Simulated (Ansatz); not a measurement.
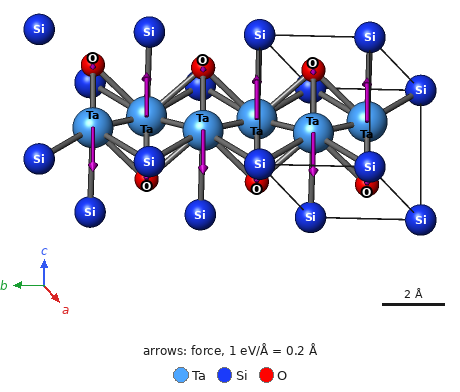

Starting geometry of solid Ta$_{2}$SiO$_{2}$ (a generated structure, set up in P-3m1) (coarse preliminary run) with the computed forces as purple arrows. The picture is a ball-and-stick view of the cell of the calculation, repeated 1 × 3 × 1 with one cell outlined, seen from a free direction.

Method: DFT PBE, scalar-relativistic, plane waves, PAW in Ansatz. Set-up: plane-wave cutoff 420 eV; k-point mesh 6 × 6 × 4; occupations gaussian; smearing width 0.1 eV; no spin polarisation; cell and atoms relaxed; force threshold 0.04 eV/Å; at most 70 steps.

Is this structure relaxed? If not, where do the atoms go?

Answer. It isn't relaxed: the largest force vector, on Ta atoms, is 8.56 eV/Å. The final displacements have little in common with the starting forces (cosine between the two patterns 0.22). The largest moves relative to the cell, 1.07 Å, are those of O atoms. Largest moves by element: O 1.07 Å, Ta 0.11 Å. Si stays in place. The volume changes by +30.7 %, with a = b 3.564 → 2.921 Å (−18.0 %), c 4.978 → 9.684 Å (+94.5 %). Among the contacts that change: O–Ta 2.563 → 5.939 Å, O–Ta 2.415 → 3.745 Å, Si–Ta 2.810 → 3.984 Å, O–Si 2.158 → 2.876 Å. Bonds break: Si–Ta (2.81 → 3.98 Å). Among the angles between lasting bonds that change: Ta–Ta–Ta 98.2° → 58.5°, Ta–Ta–O 60.8° → 92.8°, Ta–O–Ta 95.1° → 87.3°. The space group stays P-3m1 (No. 164). The energy falls by 1830 meV per atom in 33 accepted moves (38 points after the start). Largest force component: 8.6 eV/Å at the start, 0.031 eV/Å at the end. The pressure goes from 53.02 to 0.20 GPa. The line search rejected the trial step at point 19 of the run. The SCF was repeated 4 times at an unchanged geometry on a basis and grid sized afresh for the cell, which shifted the energy by 274 meV per atom at most. Cost: 110 s on 1 thread of Arm Neoverse V1 (shared host), peak memory 0.36 GiB.
